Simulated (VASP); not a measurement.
Band structure of PtSe2 (space group P-3m1). Method: modified Becke-Johnson potential (mBJ) with spin-orbit coupling, VASP's PBE PAW potentials (set 64) (plane waves; VASP).

mBJ is a potential without an energy functional, so only the levels count. The path is coarsely sampled, so an indirect gap can come out somewhat too large. Without a dispersion term in the relaxation, distances and binding between the weakly bound layers, chains or molecules are unreliable, and so is what depends on them.

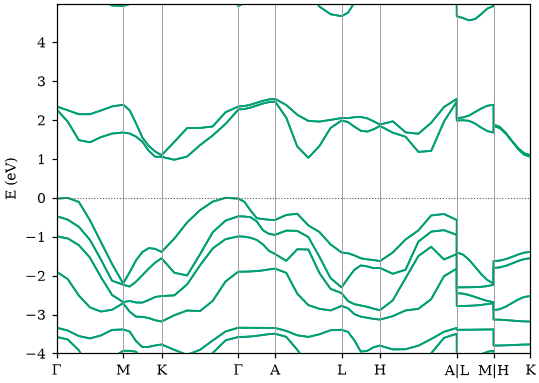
*Bands along high-symmetry lines, zero at the valence-band maximum or, without a gap, the Fermi level*

**Question.** Read the plot: is there a gap, and where are the band edges?

**Answer.** The gap is indirect, 0.98 eV, from the valence maximum at K-Γ at 0.83 to the conduction minimum at K-Γ at 0.17.

The structure comes from a computed database's PtSe2 entry (P-3m1); how it stands against other phases isn't given here. It was relaxed first. The cell's shape comes from a PBE relaxation.
